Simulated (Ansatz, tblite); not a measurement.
# In7Sb7 zinc blende off sphere (In7Sb7H20): spin-state energies by level

Is the singlet the ground state of In7Sb7 zinc blende off sphere (In7Sb7H20)? Other spin states are computed and compared level by level.

Program: Ansatz 0.2.0, Gaussian basis. Level of theory: as each input shows. These are calculated values, not measurements.

The runs, in order: triplet, at the geometry of the singlet (GFN1-xTB, GFN2-xTB, PBE0-D4/def2-SVP, PBE-D4/def2-SVP); the singlet's energies come from earlier runs.

6 further runs of the same task are left out: 2 that didn't finish, 4 set aside as unsound or not needed.

### Step 1. The structure

The geometry is that of the singlet, from an earlier relaxation (PBE-D4/def2-SVP).

34 atoms, charge 0, spin multiplicity 1.

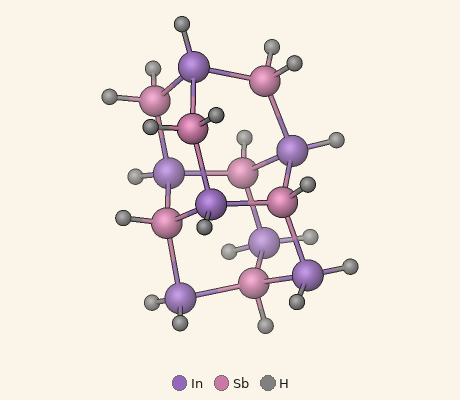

The geometry (indium purple, antimony pink, hydrogen grey).

Coordinates:

```mol
H20In7Sb7
  3D, bonds by distance, orders not assigned

 34 38  0  0  0  0  0  0  0  0999 V2000
    0.9075   -4.3910    0.9057 In  0  0
   -2.7200    2.7192   -2.7203 In  0  0
    0.9465   -0.9524   -2.4239 In  0  0
   -2.4264   -0.9495    0.9478 In  0  0
    0.9138   -0.9150    4.3856 In  0  0
    0.9487    2.4178    0.9494 In  0  0
    4.3924   -0.9098    0.9022 In  0  0
   -3.8741    0.8672   -0.8632 Sb  0  0
   -0.6866   -2.4742   -0.6833 Sb  0  0
    2.3284   -2.3274    2.3178 Sb  0  0
   -0.8626    0.8650   -3.8716 Sb  0  0
   -0.8616    3.8684   -0.8652 Sb  0  0
    2.4716    0.6797   -0.6856 Sb  0  0
   -0.6825    0.6773    2.4729 Sb  0  0
    1.9316   -5.1391   -0.2862 H   0  0
   -0.2788   -5.1355    1.9388 H   0  0
   -3.7166    3.7226   -3.7230 H   0  0
    1.7721   -1.7833   -3.7151 H   0  0
   -3.7202   -1.7744    1.7753 H   0  0
   -0.2738   -1.9456    5.1316 H   0  0
    1.9401    0.2755    5.1326 H   0  0
    1.7779    3.7093    1.7765 H   0  0
    5.1392   -1.9368   -0.2879 H   0  0
    5.1371    0.2801    1.9310 H   0  0
   -5.0489   -0.0050   -1.7717 H   0  0
   -5.0363    1.7848    0.0165 H   0  0
   -1.7633   -3.2808   -1.7613 H   0  0
    3.3242   -3.3254    3.3116 H   0  0
   -1.7683   -0.0044   -5.0505 H   0  0
    0.0217    1.7836   -5.0295 H   0  0
    0.0208    5.0297   -1.7813 H   0  0
   -1.7681    5.0438    0.0083 H   0  0
    3.2743    1.7586   -1.7644 H   0  0
   -1.7570    1.7557    3.2819 H   0  0
  1  9  8  0
  1 10  8  0
  1 15  8  0
  1 16  8  0
  2  8  8  0
  2 11  8  0
  2 12  8  0
  2 17  8  0
  3  9  8  0
  3 11  8  0
  3 13  8  0
  3 18  8  0
  4  8  8  0
  4  9  8  0
  4 14  8  0
  4 19  8  0
  5 10  8  0
  5 14  8  0
  5 20  8  0
  5 21  8  0
  6 12  8  0
  6 13  8  0
  6 14  8  0
  6 22  8  0
  7 10  8  0
  7 13  8  0
  7 23  8  0
  7 24  8  0
  8 25  8  0
  8 26  8  0
  9 27  8  0
 10 28  8  0
 11 29  8  0
 11 30  8  0
 12 31  8  0
 12 32  8  0
 13 33  8  0
 14 34  8  0
M  END
```

In, Sb take a core potential in the def2 sets. No spin-orbit coupling is included.

### Step 2. Triplet at the fixed geometry, GFN1-xTB

Tight binding, by tblite at 300 K electronic temperature and without a spin-polarisation term:

```python
tblite.interface.Calculator('GFN1-xTB', numbers, positions, charge=0, uhf=2).singlepoint()
```

Energy -1067.0979 eV; 0.18 s.

### Step 3. Triplet at the fixed geometry, GFN2-xTB

Tight binding, by tblite at 300 K electronic temperature and without a spin-polarisation term:

```python
tblite.interface.Calculator('GFN2-xTB', numbers, positions, charge=0, uhf=2).singlepoint()
```

Energy -927.7118 eV; 0.48 s.

### Step 4. Triplet at the fixed geometry, PBE0-D4/def2-SVP

Input file in.yaml:

```yaml
crystal:
  periodic: [false, false, false]
  atoms:
    - {symbol: In, position_ang: [0.907480, -4.391009, 0.905697]}
    - {symbol: In, position_ang: [-2.719978, 2.719210, -2.720295]}
    - {symbol: In, position_ang: [0.946461, -0.952414, -2.423876]}
    - {symbol: In, position_ang: [-2.426390, -0.949494, 0.947825]}
    - {symbol: In, position_ang: [0.913784, -0.915038, 4.385585]}
    - {symbol: In, position_ang: [0.948733, 2.417781, 0.949439]}
    - {symbol: In, position_ang: [4.392359, -0.909794, 0.902164]}
    - {symbol: Sb, position_ang: [-3.874093, 0.867201, -0.863214]}
    - {symbol: Sb, position_ang: [-0.686571, -2.474155, -0.683255]}
    - {symbol: Sb, position_ang: [2.328433, -2.327406, 2.317795]}
    - {symbol: Sb, position_ang: [-0.862560, 0.864972, -3.871644]}
    - {symbol: Sb, position_ang: [-0.861573, 3.868438, -0.865245]}
    - {symbol: Sb, position_ang: [2.471640, 0.679690, -0.685551]}
    - {symbol: Sb, position_ang: [-0.682487, 0.677265, 2.472870]}
    - {symbol: H, position_ang: [1.931553, -5.139055, -0.286244]}
    - {symbol: H, position_ang: [-0.278815, -5.135498, 1.938820]}
    - {symbol: H, position_ang: [-3.716618, 3.722584, -3.722984]}
    - {symbol: H, position_ang: [1.772094, -1.783250, -3.715121]}
    - {symbol: H, position_ang: [-3.720245, -1.774422, 1.775275]}
    - {symbol: H, position_ang: [-0.273828, -1.945606, 5.131630]}
    - {symbol: H, position_ang: [1.940085, 0.275546, 5.132611]}
    - {symbol: H, position_ang: [1.777867, 3.709251, 1.776532]}
    - {symbol: H, position_ang: [5.139162, -1.936789, -0.287880]}
    - {symbol: H, position_ang: [5.137136, 0.280050, 1.930963]}
    - {symbol: H, position_ang: [-5.048905, -0.005040, -1.771692]}
    - {symbol: H, position_ang: [-5.036319, 1.784806, 0.016453]}
    - {symbol: H, position_ang: [-1.763271, -3.280841, -1.761319]}
    - {symbol: H, position_ang: [3.324168, -3.325375, 3.311596]}
    - {symbol: H, position_ang: [-1.768288, -0.004420, -5.050514]}
    - {symbol: H, position_ang: [0.021698, 1.783588, -5.029502]}
    - {symbol: H, position_ang: [0.020814, 5.029693, -1.781267]}
    - {symbol: H, position_ang: [-1.768055, 5.043801, 0.008334]}
    - {symbol: H, position_ang: [3.274274, 1.758580, -1.764440]}
    - {symbol: H, position_ang: [-1.757043, 1.755750, 3.281854]}
basis:
  gaussian: {orbitals: def2-SVP, fitting: {mean_field: def2-universal-jkfit}}
magnetization: {spin_polarized: true, initial_magnetization: 2}
hamiltonian: {xc: pbe0, dispersion: d4}
scf: {omitted_lower_state_checks: [starts]}
output: {orbitals: {seedname: orbitals}}
```

Started as:

```
> ansatz run in.yaml --threads 2 --pin off --events-out ev --progress --plain --max-ram 32768MiB --backend cuda --devices 0, --max-vram 18GiB
```

Standard output:

```text
Functional definition: PBE0
  name "PBE0"
  cite "Adamo & Barone, J. Chem. Phys. 110, 6158 (1999) doi:10.1063/1.478522"
  cite "Perdew, Burke & Ernzerhof, Phys. Rev. Lett. 77, 3865 (1996) doi:10.1103/PhysRevLett.77.3865"
  parent pbe
  parameter a = 0.25
  parameter kappa = 0.804
  parameter beta = 0.06672455060314922
  exchange = (1 - a)*pbe_x(kappa = kappa, mu = beta*pi^2/3) + a*exact_x
  correlation = pbe_c(beta = beta)
these checks for a lower state are left out or cut short: starts
3412 factors; integrals over basis functions are off by at most 3.5e-1 eV
mean field evaluation 1: about -82304.9590 eV, gradient 2.0e1 eV
mean field evaluation 2: about -82302.3672 eV, gradient 2.6e1 eV
mean field evaluation 4: about -82307.8734 eV, gradient 3.5e0 eV
mean field evaluation 8: about -82308.0054 eV, gradient 6.5e-1 eV
mean field evaluation 16: about -82308.1302 eV, gradient 2.6e-2 eV
mean field -82308.13023560 eV, -3024.7679957039 hartree, gradient 7.7e-6 eV, S^2 2.008077; 0 other end points of the search recorded, 0 dependent functions left out
reference -82308.13033215 eV, -3024.7679992518 hartree; 165, 163 occupied and 299, 301 virtual orbitals, 3412 factors
Total energy: -82310.30141342 eV, -3024.8477850169 hartree
Checks for a lower state left out: starts
```

Run time: 34 s. Hardware: 1 × H100 (card shared with other runs) with 2 threads of AMD EPYC 7R13, shared host; peak host memory 1.2 GiB.

Report: HOMO -3.09 eV, LUMO -5.64 eV (over both spins; with the spin held, an empty level of the minority spin lies below the top filled one); ⟨S²⟩ 2.008 (pure: 2.00).

### Step 5. Triplet at the fixed geometry, PBE-D4/def2-SVP

start.molden holds the orbitals of an earlier run on this state, given as this run's starting guess.

in.yaml, as its differences from that of step 4:

```diff
@@ -38,5 +38,5 @@
 basis:
-  gaussian: {orbitals: def2-SVP, fitting: {mean_field: def2-universal-jkfit}}
+  gaussian: {orbitals: def2-SVP, fitting: {mean_field: def2-universal-jkfit}, initial_orbitals: start.molden}
 magnetization: {spin_polarized: true, initial_magnetization: 2}
-hamiltonian: {xc: pbe0, dispersion: d4}
+hamiltonian: {xc: pbe, dispersion: d4}
 scf: {omitted_lower_state_checks: [starts]}
```

Launched as before.

Standard output:

```text
Functional definition: PBE
  name "PBE"
  cite "Perdew, Burke & Ernzerhof, Phys. Rev. Lett. 77, 3865 (1996) doi:10.1103/PhysRevLett.77.3865"
  parent pbe
  parameter kappa = 0.804
  parameter beta = 0.06672455060314922
  exchange = pbe_x(kappa = kappa, mu = beta*pi^2/3)
  correlation = pbe_c(beta = beta)
these checks for a lower state are left out or cut short: starts
3412 factors; integrals over basis functions are off by at most 3.5e-1 eV
mean field evaluation 1: about -82304.6985 eV, gradient 7.8e0 eV
mean field evaluation 2: about -82305.2190 eV, gradient 5.2e-1 eV
mean field evaluation 4: about -82305.2686 eV, gradient 2.5e-1 eV
mean field evaluation 8: about -82305.2839 eV, gradient 2.2e-2 eV
mean field evaluation 16: about -82305.2839 eV, gradient 4.9e-4 eV
mean field -82305.28393293 eV, -3024.6633960100 hartree, gradient 2.1e-6 eV, S^2 2.003004; 0 other end points of the search recorded, 0 dependent functions left out
reference -82305.28406169 eV, -3024.6634007420 hartree; 165, 163 occupied and 299, 301 virtual orbitals, 3412 factors
Total energy: -82307.63326856 eV, -3024.7497325019 hartree
Checks for a lower state left out: starts
```

It took 30 s on 1 × H100 (card shared with other runs) with 2 threads of AMD EPYC 7R13, shared host; peak host memory 1.2 GiB.

From the report: HOMO -2.72 eV, LUMO -5.93 eV (over both spins; with the spin held, an empty level of the minority spin lies below the top filled one); ⟨S²⟩ 2.003 (pure: 2.00).

### Step 6. Triplet less singlet, vertical

The singlet's energies are those of its earlier runs, whose logs aren't repeated here.

```csv
level,"triplet less singlet, vertical (kcal/mol)",time
GFN1-xTB,+49.8,0.33 s
GFN2-xTB,+55.8,0.66 s
PBE-D4/def2-SVP,+73.1,47 s
PBE0-D4/def2-SVP,+84.9,44 s
```

Times add the two runs; a level without a time comes out of a correlated run. Tight binding without a spin term can't rank spin states.

### Step 7. Results

```
                                               quantity                                       value
triplet less singlet, vertical, functionals in def2-SVP  +73.1 (PBE-D4) to +84.9 kcal/mol (PBE0-D4)
```

All functionals put the triplet above the singlet, over a spread of 11.8 kcal/mol. The checks for a lower triplet were left out, so another state of that spin may lie lower. These are electronic energies, without zero-point motion, entropy or surroundings.
